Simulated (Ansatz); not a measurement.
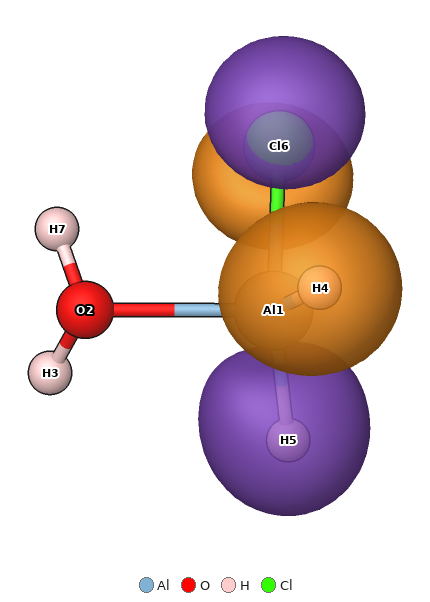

*AlClH$_{4}$O. The HOMO at ±0.15 Å⁻³ᐟ² (orange and purple are the two phases), seen at a tilt.*

Method: RKS r2SCAN-D4/6-31G* (Ansatz).

Input file:

```
crystal:
  periodic: [false, false, false]
  atoms:
    - { symbol: Al, position_ang: [-0.073646, -0.246163, 0.016605] }
    - { symbol: O, position_ang: [-0.073676, -0.260397, 1.776765] }
    - { symbol: H, position_ang: [-0.928701, -0.409793, 2.208806] }
    - { symbol: H, position_ang: [1.353554, -0.170123, -0.657457] }
    - { symbol: H, position_ang: [-1.46928, -0.400309, -0.728019] }
    - { symbol: Cl, position_ang: [0.144109, 2.967853, 1.185464] }
    - { symbol: H, position_ang: [0.31124, 1.898833, 1.974435] }
basis:
  gaussian: { orbitals: "6-31G*" }
hamiltonian:
  xc: r2scan
  dispersion: d4
relax:
  f_tol: 0.03
  max_steps: 50
output:
  orbitals: {}
```

Launched as:

```sh
ansatz run input.yaml --threads 1 --pin off --max-ram 2048MiB --backend cpu --events-out ev --progress --plain --runs-dir out
```

The fields are those of the run's last geometry, not of the input's.

Q: Where does this orbital lie, and at what energy?

A: Its weight (Hirshfeld) is mainly on Cl6 (about 35 %), H4 (about 25 %), Al1 (about 20 %) and H5 (about 20 %). Its energy is −6.82 eV.
